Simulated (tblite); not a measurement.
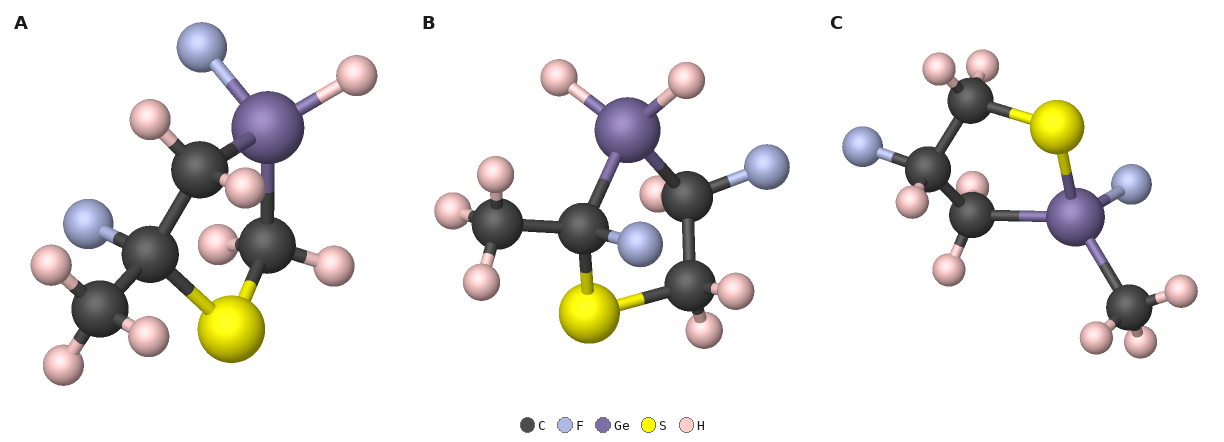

Source: calculation with tblite.

**Which panel belongs to which SMILES?**
(1) C[C@@]1(F)[CH2][Ge@H]([F])[CH2]S1
(2) C[C@@]1(F)SC[C@H](F)[GeH2]1
(3) [CH3][Ge@@]1([F])[CH2][C@H](F)C[S]1

A is (1), B is (2), C is (3).
